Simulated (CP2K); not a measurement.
# CH3Cl3Si (methyltrichlorosilane): r2SCAN/TZV2P-MOLOPT-SCAN-GTH (core potential)

What is the energy change on altering one bond length of CH3Cl3Si (methyltrichlorosilane) at r2SCAN/TZV2P-MOLOPT-SCAN-GTH (core potential)? 

The calculation is run with CP2K 2026.2.

### Step 1. The structure to begin with

CH3Cl3Si has 8 atoms, charge 0, and is taken as a singlet. As SMILES, `C[Si](Cl)(Cl)Cl`. The coordinates come from a PBE0-D4/def2-TZVP relaxation.

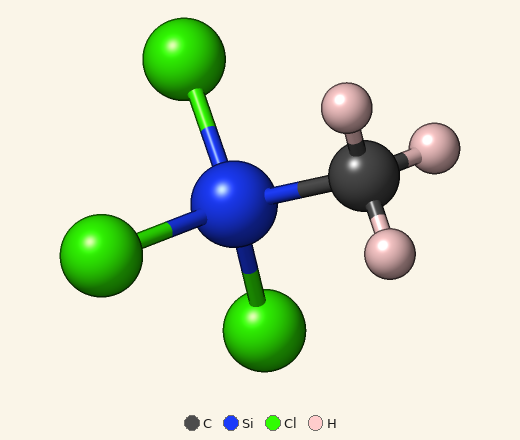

Viewed from a chosen angle; carbon dark grey, silicon blue, chlorine green, hydrogen pink.

### Step 2. A single-point energy at r2SCAN/TZV2P-MOLOPT-SCAN-GTH (core potential)

molecule.xyz reads:

```xyz
8

C     -0.728900    -0.279600     0.686100
Si     0.568900     0.197900    -0.528700
Cl     2.360400    -0.640000    -0.033600
Cl     0.065900    -0.429500    -2.402200
Cl     0.801200     2.223000    -0.573800
H     -0.844500    -1.365200     0.700800
H     -0.448300     0.061100     1.684800
H     -1.682600     0.175200     0.410800
```

run.inp reads:

```
&GLOBAL
 PROJECT_NAME run
 RUN_TYPE ENERGY
 PRINT_LEVEL MEDIUM
&END GLOBAL

&FORCE_EVAL
 METHOD QS
 &DFT
  BASIS_SET_FILE_NAME BASIS_MOLOPT_UZH
  POTENTIAL_FILE_NAME POTENTIAL_UZH
  CHARGE 0
  MULTIPLICITY 1
  &QS
   METHOD GPW
   EPS_DEFAULT 1.0E-10
  &END QS
  &MGRID
   CUTOFF 550
   REL_CUTOFF 50
   NGRIDS 4
  &END MGRID
  &POISSON
   PERIODIC NONE
   POISSON_SOLVER MULTIPOLE
  &END POISSON
  &SCF
   SCF_GUESS ATOMIC
   EPS_SCF 1.0E-06
   MAX_SCF 100
   ADDED_MOS 10
   &DIAGONALIZATION
    ALGORITHM STANDARD
   &END DIAGONALIZATION
   &MIXING
    METHOD DIRECT_P_MIXING
    ALPHA 0.4
   &END MIXING
  &END SCF
  &XC
   &XC_FUNCTIONAL
    &MGGA_X_R2SCAN
    &END MGGA_X_R2SCAN
    &MGGA_C_R2SCAN
    &END MGGA_C_R2SCAN
   &END XC_FUNCTIONAL
  &END XC
  # extra output
  &PRINT
   &MOMENTS
    PERIODIC F
    REFERENCE COM
    MAX_MOMENT 1
   &END MOMENTS
   &MO ON
    ENERGIES T
    OCCUPATION_NUMBERS T
    NDIGITS 6
    &EACH
     QS_SCF 0
    &END EACH
    ADD_LAST NUMERIC
   &END MO
   &HIRSHFELD OFF
   &END HIRSHFELD
  &END PRINT
 &END DFT
 # atoms, cell and kinds
 &SUBSYS
  &CELL
   ABC [angstrom] 11 10.6 11.1
   PERIODIC NONE
  &END CELL
  &TOPOLOGY
   COORD_FILE_NAME molecule.xyz
   COORD_FILE_FORMAT XYZ
   &CENTER_COORDINATES
   &END CENTER_COORDINATES
  &END TOPOLOGY
  &KIND C
   BASIS_SET TZV2P-MOLOPT-SCAN-GTH-q4
   POTENTIAL GTH-SCAN-q4
  &END KIND
  &KIND Si
   BASIS_SET TZV2P-MOLOPT-SCAN-GTH-q4
   POTENTIAL GTH-SCAN-q4
  &END KIND
  &KIND Cl
   BASIS_SET TZV2P-MOLOPT-SCAN-GTH-q7
   POTENTIAL GTH-SCAN-q7
  &END KIND
  &KIND H
   BASIS_SET TZV2P-MOLOPT-SCAN-GTH-q1
   POTENTIAL GTH-SCAN-q1
  &END KIND
 &END SUBSYS
&END FORCE_EVAL
```

Launch:

```sh
$ OMP_NUM_THREADS=1 cp2k.psmp -i run.inp > run.out 2>&1
```

The log of the run:

```text
CP2K| version string:                                       CP2K version 2026.2
[...]
 GLOBAL| Method name                                                        CP2K
[...]
 GLOBAL| Run type                                                         ENERGY
[...]
 DFT| Spin restricted Kohn-Sham (RKS) calculation                            RKS
 DFT| Multiplicity                                                             1
[...]
 DFT| Charge                                                                   0
[...]
 FUNCTIONAL| MGGA_X_R2SCAN:
[...]
 FUNCTIONAL| MGGA_C_R2SCAN:
[...]
 QS| Method:                                                                 GPW
[...]
 QS| Density cutoff [a.u.]:                                                275.0
[...]
 QS| Relative density cutoff [a.u.]:                                        25.0
[...]
                             - Atoms:                                          8
[...]
                             - Spherical basis functions:                    187
[...]
 Number of electrons:                                                         32
[...]
     1 P_Mix/Diag. 0.40E+00    3.6     1.30572709       -56.3554974673 -5.64E+01
[...]
    13 DIIS/Diag.  0.24E-06    4.1     0.00000029       -56.5715337414  9.38E-12
  *** SCF run converged in    13 steps ***
[...]
  Overlap energy of the core charge distribution:               0.00000073883082
  Self energy of the core charge distribution:               -130.45629928663800
  Core Hamiltonian energy:                                     31.32082458761744
  Hartree energy:                                              55.46342310267678
  Exchange-correlation energy:                                -12.89948288391708
  Total energy:                                               -56.57153374143003
[...]
                     Mulliken Population Analysis
 #  Atom  Element  Kind  Atomic population                           Net charge
       1     C        1          4.153582                             -0.153582
       2     Si       2          3.117492                              0.882508
       3     Cl       3          7.275385                             -0.275385
       4     Cl       3          7.275217                             -0.275217
       5     Cl       3          7.274270                             -0.274270
       6     H        4          0.968221                              0.031779
       7     H        4          0.968002                              0.031998
       8     H        4          0.967832                              0.032168
 # Total charge                             32.000000                 -0.000000
[...]
  Dipole moment [Debye]
    X= -0.1446230E+01 Y= -0.5226544E+00 Z=  0.1350125E+01  Total=      2.0463592
 ENERGY| Total FORCE_EVAL ( QS ) energy [hartree]            -56.571533741430031
[...]
```

Run time: 56 s. Hardware: 1 thread of AMD EPYC 9R14 (Zen 4), shared host; peak memory 1.6 GiB.

### Step 3. The distorted shape at the same level

gas.inp reads:

```
&GLOBAL
  PROJECT gas
  RUN_TYPE ENERGY
  PRINT_LEVEL MEDIUM
&END GLOBAL

&FORCE_EVAL
  METHOD QS
  &DFT
    BASIS_SET_FILE_NAME BASIS_MOLOPT_UZH
    POTENTIAL_FILE_NAME POTENTIAL_UZH
    CHARGE 0
    MULTIPLICITY 1
    &QS
      METHOD GPW
      EPS_DEFAULT 1.0E-10
    &END QS
    &MGRID
      CUTOFF 550
      REL_CUTOFF 50
      NGRIDS 4
    &END MGRID
    &POISSON
      PERIODIC NONE
      POISSON_SOLVER MULTIPOLE
    &END POISSON
    &SCF
      SCF_GUESS ATOMIC
      EPS_SCF 1.0E-06
      MAX_SCF 80
      ADDED_MOS 10
      &DIAGONALIZATION
        ALGORITHM STANDARD
      &END DIAGONALIZATION
      &MIXING
        METHOD PULAY_MIXING
        ALPHA 0.4
        NBUFFER 4
      &END MIXING
    &END SCF
    &XC
      &XC_FUNCTIONAL
        &MGGA_X_R2SCAN
        &END MGGA_X_R2SCAN
        &MGGA_C_R2SCAN
        &END MGGA_C_R2SCAN
      &END XC_FUNCTIONAL
    &END XC
    &PRINT
      &MOMENTS
        PERIODIC F
        REFERENCE COM
        MAX_MOMENT 1
      &END MOMENTS
      &MO ON
        ENERGIES T
        OCCUPATION_NUMBERS T
        NDIGITS 6
        &EACH
          QS_SCF 0
        &END EACH
        ADD_LAST NUMERIC
      &END MO
      &HIRSHFELD OFF
      &END HIRSHFELD
    &END PRINT
  &END DFT
  &SUBSYS
    &CELL
      ABC [angstrom] 11 10.6 12.6
      PERIODIC NONE
    &END CELL
    &COORD
      C     -0.326503     0.222316     2.184889
      Si     0.971297     0.699816     0.970089
      Cl     2.762797    -0.138084     1.465189
      Cl     0.065900    -0.429500    -2.402200
      Cl     1.203597     2.724916     0.924989
      H     -0.442103    -0.863284     2.199589
      H     -0.045903     0.563016     3.183589
      H     -1.280203     0.677116     1.909589
    &END COORD
    &TOPOLOGY
      &CENTER_COORDINATES
      &END CENTER_COORDINATES
    &END TOPOLOGY
    &KIND C
      BASIS_SET TZV2P-MOLOPT-SCAN-GTH-q4
      POTENTIAL GTH-SCAN-q4
    &END KIND
    &KIND Si
      BASIS_SET TZV2P-MOLOPT-SCAN-GTH-q4
      POTENTIAL GTH-SCAN-q4
    &END KIND
    &KIND Cl
      BASIS_SET TZV2P-MOLOPT-SCAN-GTH-q7
      POTENTIAL GTH-SCAN-q7
    &END KIND
    &KIND H
      BASIS_SET TZV2P-MOLOPT-SCAN-GTH-q1
      POTENTIAL GTH-SCAN-q1
    &END KIND
  &END SUBSYS
&END FORCE_EVAL
```

Launch:

```sh
$ OMP_NUM_THREADS=1 cp2k.psmp -i gas.inp > gas.out 2>&1
```

The log of the run (excerpt; [...] marks lines left out):

```text
CP2K| version string:                                       CP2K version 2026.2
[...]
 GLOBAL| Method name                                                        CP2K
[...]
 GLOBAL| Run type                                                         ENERGY
[...]
 DFT| Spin restricted Kohn-Sham (RKS) calculation                            RKS
 DFT| Multiplicity                                                             1
[...]
 DFT| Charge                                                                   0
[...]
 FUNCTIONAL| MGGA_X_R2SCAN:
[...]
 FUNCTIONAL| MGGA_C_R2SCAN:
[...]
 QS| Method:                                                                 GPW
[...]
 QS| Density cutoff [a.u.]:                                                275.0
[...]
 QS| Relative density cutoff [a.u.]:                                        25.0
[...]
                             - Atoms:                                          8
[...]
                             - Spherical basis functions:                    187
[...]
 Number of electrons:                                                         32
[...]
     1 NoMix/Diag. 0.40E+00    4.0     1.27524781       -56.1529346984 -5.62E+01
[...]
    30 Pulay/Diag. 0.40E+00    4.7     0.00000088       -56.4253544659 -1.06E-06
  *** SCF run converged in    30 steps ***
[...]
  Overlap energy of the core charge distribution:               0.00000073793564
  Self energy of the core charge distribution:               -130.45629928663800
  Core Hamiltonian energy:                                     31.00625359942624
  Hartree energy:                                              55.74441800219460
  Exchange-correlation energy:                                -12.71972751883920
  Total energy:                                               -56.42535446592073
[...]
                     Mulliken Population Analysis
 #  Atom  Element  Kind  Atomic population                           Net charge
       1     C        1          4.056843                             -0.056843
       2     Si       2          3.232144                              0.767856
       3     Cl       3          7.181836                             -0.181836
       4     Cl       3          7.447891                             -0.447891
[...]
  Dipole moment [Debye]
    X=  0.2757597E+00 Y=  0.1624091E+01 Z=  0.7681827E+01  Total=      7.8564736
 ENERGY| Total FORCE_EVAL ( QS ) energy [hartree]            -56.425354465920734
[...]
```

Wall time 2.3 min (1 thread of AMD EPYC 9R14 (Zen 4), shared host); peak memory 2.4 GiB.

### Step 4. Outcome

Level: r2SCAN/TZV2P-MOLOPT-SCAN-GTH (core potential).

```
                                                           quantity         value
                                          first shape: total energy  -56.57153 Eh
                                         first shape: dipole moment        2.05 D
                                           first shape: HOMO energy      -8.11 eV
                                           first shape: LUMO energy      -0.49 eV
                                         first shape: HOMO–LUMO gap       7.61 eV
                                      distorted shape: total energy  -56.42535 Eh
                                     distorted shape: dipole moment        7.86 D
                                       distorted shape: HOMO energy      -6.05 eV
                                       distorted shape: LUMO energy      -5.41 eV
                                     distorted shape: HOMO–LUMO gap       0.64 eV
energy change with the Si2–Cl4 bond stretched from 2.039 to 3.670 Å      3.978 eV
```

What this shows: One bond (distorted shape) is far stretched, which a spin-restricted single reference describes badly; a broken-symmetry solution may lie lower. With the Si2–Cl4 bond stretched from 2.039 to 3.670 Å the energy rises by 3.98 eV (384 kJ/mol). The first shape isn't relaxed at this level, so the change isn't measured from a minimum. A restricted reference can't describe the breaking bond well at this length.
